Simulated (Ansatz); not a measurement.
# C₃H₃F₅ (SMILES FCC(F)(F)C(F)F): what the fields show

```yaml
atoms:
  - { symbol: F, position_ang: [0.5603, -1.6912, 0.9186] }
  - { symbol: C, position_ang: [1.0798, -0.7684, 0.0456] }
  - { symbol: C, position_ang: [0.2664, 0.5061, 0.1191] }
  - { symbol: F, position_ang: [0.3962, 1.0704, 1.3407] }
  - { symbol: F, position_ang: [0.7630, 1.3662, -0.7946] }
  - { symbol: C, position_ang: [-1.2308, 0.2995, -0.1291] }
  - { symbol: F, position_ang: [-1.8482, 1.4915, -0.1601] }
  - { symbol: F, position_ang: [-1.3952, -0.2997, -1.3286] }
  - { symbol: H, position_ang: [2.1101, -0.5392, 0.3281] }
  - { symbol: H, position_ang: [1.0422, -1.1691, -0.9690] }
  - { symbol: H, position_ang: [-1.6783, -0.3233, 0.6499] }
```

Geometry: PBE0-D4/def2-TZVP.

Theory: RKS PBE0-D4/def2-TZVPP in Ansatz.

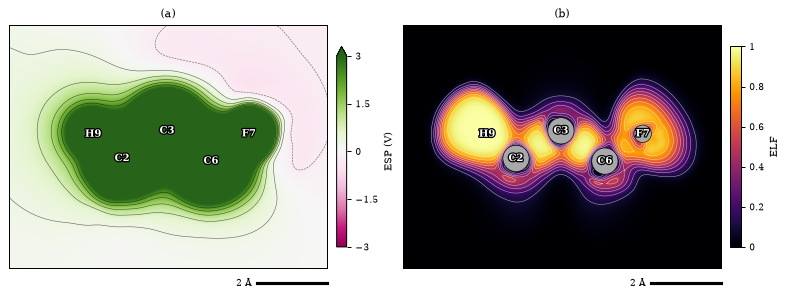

Figure 1. (a) molecular electrostatic potential; (b) electron localisation function on the plane of atoms C2, C3 and C6. Grey discs cover the atomic cores in the ELF map.

Read the bonding off the picture.

Answer. Atoms in the plane: C, F and H. C–F (1.34 Å): the ELF peaks at about 0.85 between the atoms; a shared but strongly polarised pair. C–C (1.51 Å): the ELF peaks at about 1 between the atoms: a covalent bond. C–H (1.09 Å): the ELF climbs to about 1 towards the hydrogen, as it does in any bond to H: an ordinary covalent bond to hydrogen. The ELF also peaks beside F7, away from the bonds: lone-pair regions. Outside the dense part of the molecule the potential is most negative (−0.6 V) near F7.

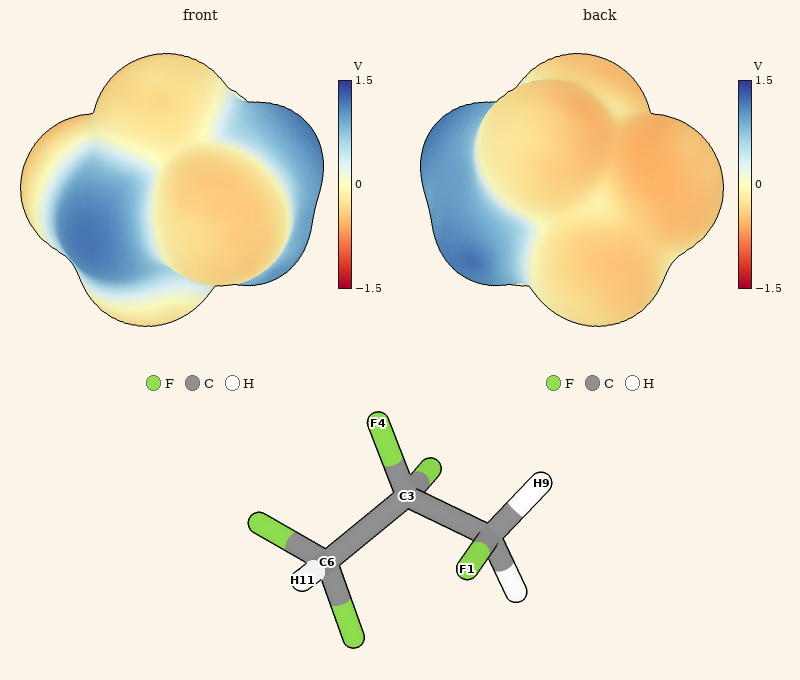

Figure 2. The electrostatic potential painted on the density surface at 0.001 e/bohr³, seen from the front and from behind; the colour scale runs from red (negative) to blue (positive). The bare structure is drawn below in the same view.

Describe the electrostatic potential map.

Answer. The most negative region (about −0.6 V, or −14 kcal/mol for a unit charge) lies over F5 and F7, the most positive (about +1.2 V, or +28 kcal/mol for a unit charge) over H9, H10 and H11.

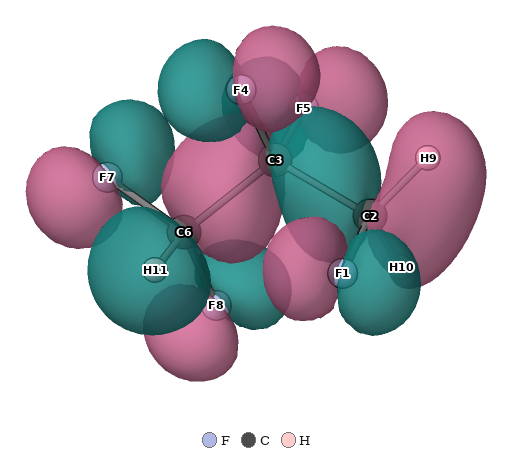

Figure 3. The HOMO at ±0.08 Å⁻³ᐟ² (teal and pink are the two phases), seen at a tilt.

Where does this orbital lie, and at what energy?

Answer. By Hirshfeld shares it lies mainly on C3 (about 15 %), C6 (about 15 %), F7 (about 10 %), C2 (about 10 %), F4 (about 10 %) and F5 (about 10 %). Its energy is −9.72 eV.

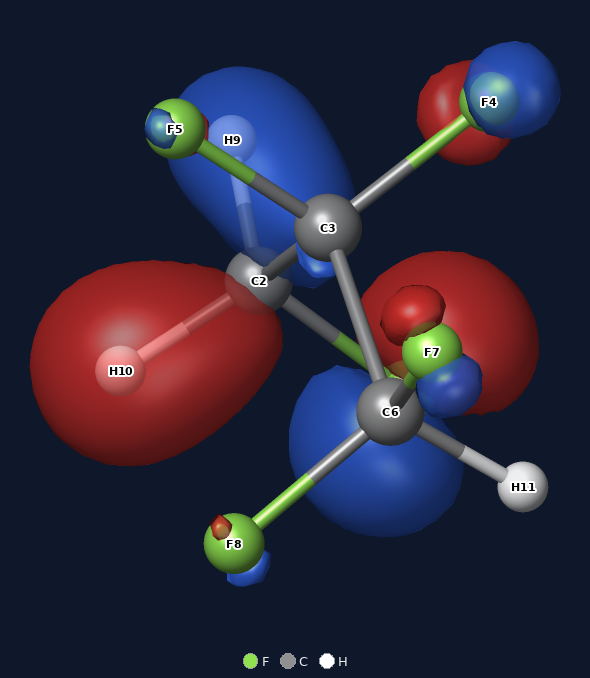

Figure 4. The HOMO−1 at ±0.2 Å⁻³ᐟ² (red and blue are the two phases), seen at an oblique angle.

Describe this orbital and give its energy.

Answer. It lies mainly on F1 (about 45 %), C2 (about 20 %), H10 (about 15 %) and H9 (about 5 %). Its energy is −10.72 eV.
